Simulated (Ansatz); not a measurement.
# Calculations on CH5Al

Part 1: Relaxation

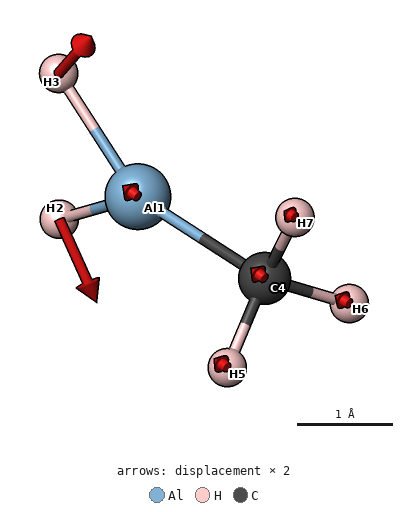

This is a relaxation of CH$_{5}$Al. The starting structure is drawn; red arrows show the displacements, 2 times their true length. The two geometries are superimposed by the best rigid fit.

Style: ball-and-stick. Shown from a free direction.

The run prepares an end point of a later path (reaction) calculation, from a guessed geometry.

All numbers below come from Ansatz, RKS CAM-B3LYP/def2-SVP.

Input file:
```yaml
crystal:
  periodic: [false, false, false]
  atoms:
    - { symbol: Al, position_ang: [0.116575, 0.00074, 0.061839] }
    - { symbol: H, position_ang: [0.66753, -0.000736, 1.506389] }
    - { symbol: H, position_ang: [1.645816, -0.000752, -0.1631] }
    - { symbol: C, position_ang: [-1.560926, 0.001479, -0.911714] }
    - { symbol: H, position_ang: [-2.140669, -0.908801, -0.688245] }
    - { symbol: H, position_ang: [-2.186177, 0.858704, -0.614331] }
    - { symbol: H, position_ang: [-1.40865, 0.049366, -2.000438] }
basis:
  gaussian: { orbitals: def2-SVP }
hamiltonian:
  xc: cam_b3lyp
relax:
  f_tol: 0.03
  max_steps: 50
output:
  orbitals: {}
```

Launched with:
```bash
ansatz run input.yaml --threads 1 --pin off --max-ram 2048MiB --backend cpu --events-out ev --progress --plain --runs-dir out
```

> Which element moves most?

Hydrogen: up to 0.49 Å, against 0.12 Å for aluminium.

> What did the optimiser do to the structure, and how much energy did it gain?

The atom that moves furthest after the best rigid fit is H2 (0.49 Å). By element the largest moves are H 0.49 Å, Al 0.12 Å, C 0.11 Å. Among the contacts that change: Al1–H2 1.546 → 1.586 Å, Al1–C4 1.940 → 1.950 Å. Among the angles between lasting bonds that change: H2–Al1–H3 77.5° → 118.6°, H2–Al1–C4 141.0° → 119.8°, H3–Al1–C4 141.5° → 121.6°. The energy falls by 21.8 kcal/mol in 5 geometry steps. The largest force component goes from 1.9 to 0.028 eV/Å.

Part 2: Relaxation

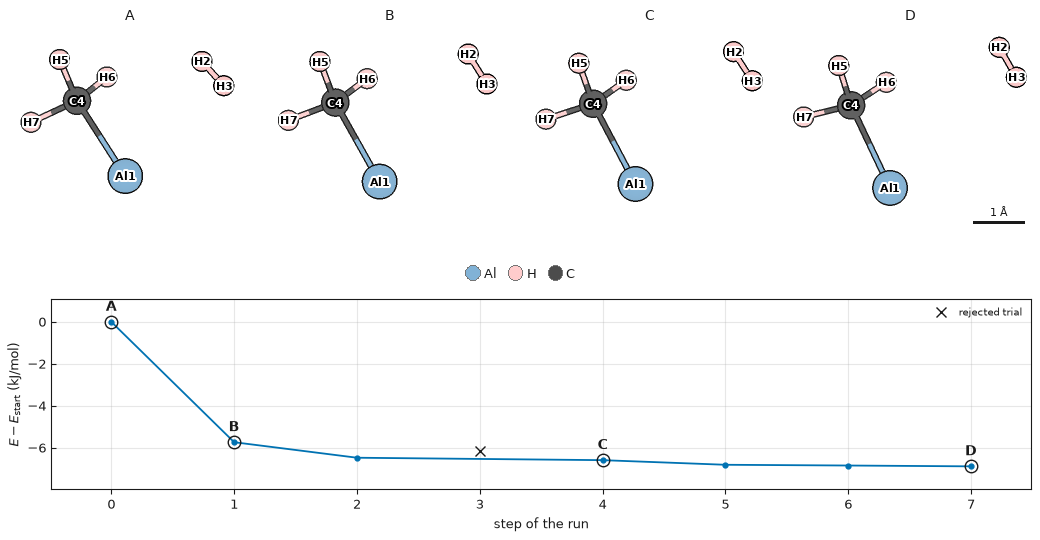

Frames of a relaxation of CH5Al, marked on the history of the run. A ball-and-stick model, seen at a tilt.

The run prepares an end point of a later path (reaction) calculation, from a guessed geometry.

Level of theory: RKS CAM-B3LYP/def2-SVP in Ansatz.

The input:
```yaml
crystal:
  periodic: [false, false, false]
  atoms:
    - { symbol: Al, position_ang: [0.388005, 0.103477, -1.592635] }
    - { symbol: H, position_ang: [0.610212, -0.073361, 1.157325] }
    - { symbol: H, position_ang: [1.310621, 0.006993, 1.008653] }
    - { symbol: C, position_ang: [-1.493021, 0.004928, -0.92623] }
    - { symbol: H, position_ang: [-1.725489, -0.918328, -0.363987] }
    - { symbol: H, position_ang: [-1.789595, 0.858001, -0.2884] }
    - { symbol: H, position_ang: [-2.167234, 0.01829, -1.804326] }
basis:
  gaussian: { orbitals: def2-SVP }
hamiltonian:
  xc: cam_b3lyp
relax:
  f_tol: 0.03
  max_steps: 50
```

Launched with:
```bash
ansatz run input.yaml --threads 1 --pin off --max-ram 2048MiB --backend cpu --events-out ev --progress --plain --runs-dir out
```

Q: What happens along the run?

A: The largest move after the best rigid fit is that of H2, 0.46 Å. Largest moves by element: H 0.46 Å, Al 0.41 Å, C 0.16 Å. Near-neighbour distances that change, for instance: H2–H3 0.721 → 0.763 Å, Al1–C4 1.998 → 1.992 Å. Bond angles that change, for instance: Al1–C4–H7 107.9° → 111.6°. The energy falls by 6.88 kJ/mol in 6 accepted moves (7 points after the start). The largest force component goes from 1.7 to 0.015 eV/Å. The line search rejected the trial step at point 3 of the run. The forces were under the threshold at step 4, but the run went on from there. The run took 9.6 s on 1 thread of Arm Neoverse V2, with other jobs on the host, peak memory 0.11 GiB. From step 0 to 1: H2 moves most (0.19 Å), energy −5.73 kJ/mol. From step 1 to 4: H3 moves most (0.14 Å), energy −0.85 kJ/mol. From step 4 to 7: H2 moves most (0.15 Å), energy −0.30 kJ/mol.

| step | E − E(0), kJ/mol | largest force component, eV/Å | note |
| --- | --- | --- | --- |
| 0 | 0.00 | 1.6957 |  |
| 1 | -5.73 | 0.2329 |  |
| 2 | -6.47 | 0.0659 |  |
| 3 | -6.13 | 0.1342 | rejected |
| 4 | -6.59 | 0.0245 |  |
| 5 | -6.81 | 0.0748 |  |
| 6 | -6.84 | 0.0711 |  |
| 7 | -6.88 | 0.0151 |  |

Limits of the set-up: the start holds two separate molecules, 2.8 Å apart at their closest, whose relative position is a soft coordinate and is computed without a dispersion correction.

Part 3: Path

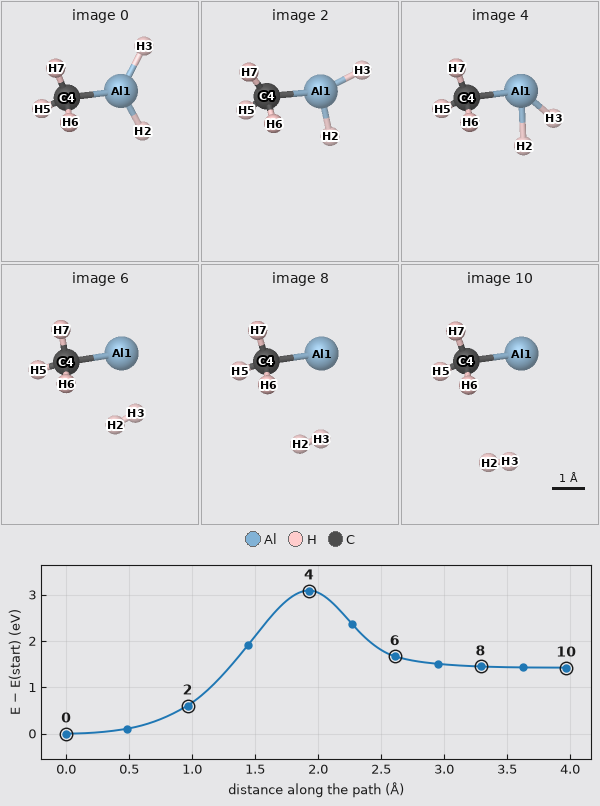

NEB run on CH₅Al. Images are numbered from 0 (start) to 10 (end). Style: ball-and-stick. Shown at a tilt.

Theory: RKS CAM-B3LYP/def2-SVP (Ansatz 0.2.0). Run with 9 movable images; climbing image; force threshold 0.05 eV/Å; iteration limit 60; starting path through a guess of the saddle point.

### Read off the barrier and say what moves.

Breaking: Al1–H2 (1.59 → 1.81 at the top → 3.59 Å), Al1–H3 (1.59 → 1.58 at the top → 3.49 Å). Forming: H2–H3 (2.73 → 1.31 at the top → 0.76 Å). Forward barrier 3.09 eV, backward barrier 1.67 eV, with image 4 at the top; the reaction energy is +1.42 eV. The band converged in 13 iterations, with a climbing image at the top. At the top, the vibrational analysis gives one imaginary mode (1413i cm⁻¹), as a transition state must have.

Cost: 2.2 min on 1 thread of Arm Neoverse V2, with other jobs on the host, peak memory 0.11 GiB.
